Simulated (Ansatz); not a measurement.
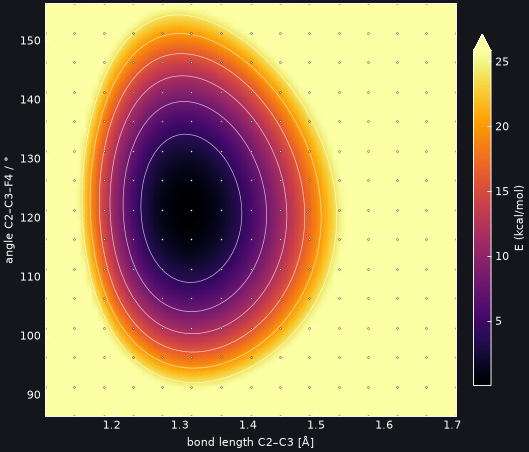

C₂HFS, SMILES FC=C=S. First axis: bond length C2–C3. Second axis: angle C2–C3–F4. Nothing is relaxed (all other coordinates rigid). The grid has 15 × 15 points. All energies are given in kcal/mol relative to the relaxed molecule at the same level. Method: RKS wB97X-V/def2-TZVP in Ansatz.

In the figure: a smooth colour map with a few white contour lines, dots at the grid points, one colour for all values above the top of the scale. Between grid points the surface is interpolated.

Q: Estimate the position of the minimum and the force constants in these coordinates.

A: The interpolated minimum is at bond length C2–C3 ≈ 1.312 Å, angle C2–C3–F4 ≈ 121.3°. The curvatures there are about 64 eV/Å² and 7.2 eV/rad², with a cross term of about 1 eV/(Å·rad). Round the minimum the two coordinates are nearly uncoupled. (1 eV is 23.1 kcal/mol.)
